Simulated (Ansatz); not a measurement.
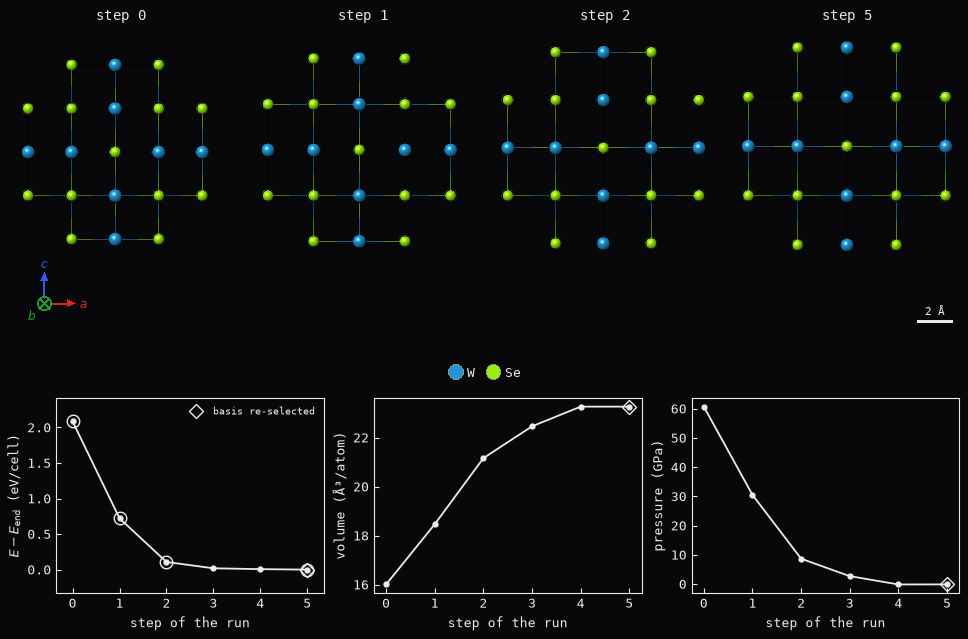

Frames of a relaxation of solid WSe (built on the rock salt type) (coarse preliminary run), marked on the history of the run. Style: ball-and-stick. Shown: the conventional cell (4 times the calculation's cell), along the b axis. Lengths and directions refer to the drawn axes.

Theory: Ansatz 0.2.0, DFT r2SCAN+U, scalar-relativistic, plane waves, PAW. Set-up: plane-wave cutoff 500 eV; k-point mesh 6 × 6 × 6; occupations gaussian; smearing width 0.1 eV; U W 6.2 eV; collinear spin; cell and atoms relaxed; force threshold 0.05 eV/Å; at most 80 steps.

Describe the path.

No atom moves by more than 0.005 Å relative to the cell. Cell: a = b = c 5.041 → 5.710 Å (+13.3 %). Volume +45.3 %. Near-neighbour distances that change, for instance: Se–W 2.520 → 2.855 Å. The space group stays Fm-3m (No. 225). Over 4 accepted moves (5 points after the start) the energy falls by 2.085 eV per cell of the calculation. All forces vanish by symmetry, so only the cell relaxes. Pressure: 60.71 GPa at the start and −0.12 GPa at the end. The SCF was repeated once at an unchanged geometry on a basis and grid sized afresh for the cell, which shifted the energy by 6.8 meV per cell of the calculation at most. From step 0 to 1: volume +15.3 %, energy −1.363 eV per cell of the calculation. From step 1 to 2: volume +14.6 %, energy −0.614 eV per cell of the calculation. From step 2 to 5: volume +9.9 %, energy −0.107 eV per cell of the calculation.
